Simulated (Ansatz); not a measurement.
| atom | x (Å) | y (Å) | z (Å) |
| --- | --- | --- | --- |
| Ge | -0.0570 | 0.0000 | -0.1278 |
| F | 0.0089 | 0.0000 | 1.5843 |
| F | 1.5701 | 0.0000 | -0.6547 |
| Cl | -1.0126 | 1.7570 | -0.7871 |
| Cl | -1.0126 | -1.7570 | -0.7871 |
| F | -0.0037 | 0.0000 | 4.0345 |

The calculation used Ansatz 0.2.0, UKS PBE0/def2-SVP.

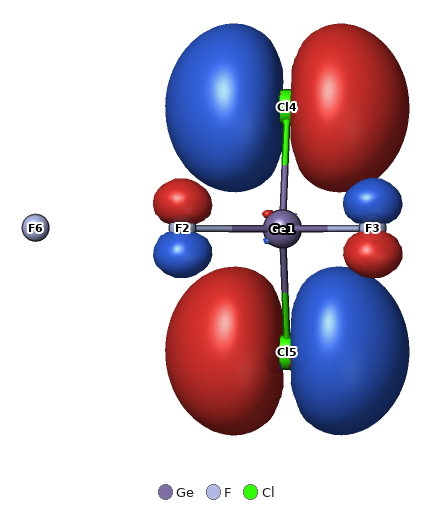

Cl2F2Ge···F (doublet). The HOMO−1 (β) at ±0.08 Å⁻³ᐟ² (blue and red are the two phases), seen at a tilt.

Where does this orbital lie, and at what energy?

By Hirshfeld shares it lies mainly on Cl4 (about 45 %) and Cl5 (about 45 %); largely a combination of lone pairs on Cl4 and Cl5. Its energy is −10.25 eV.
